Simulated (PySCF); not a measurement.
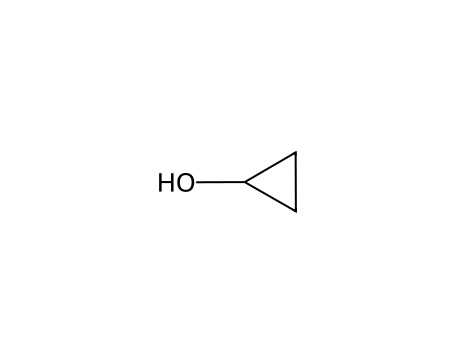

Figure made from data computed with PySCF.

Q: Write the SMILES.

A: OC1CC1

Q: Give the formula, hydrogens included.

A: C3H6O.
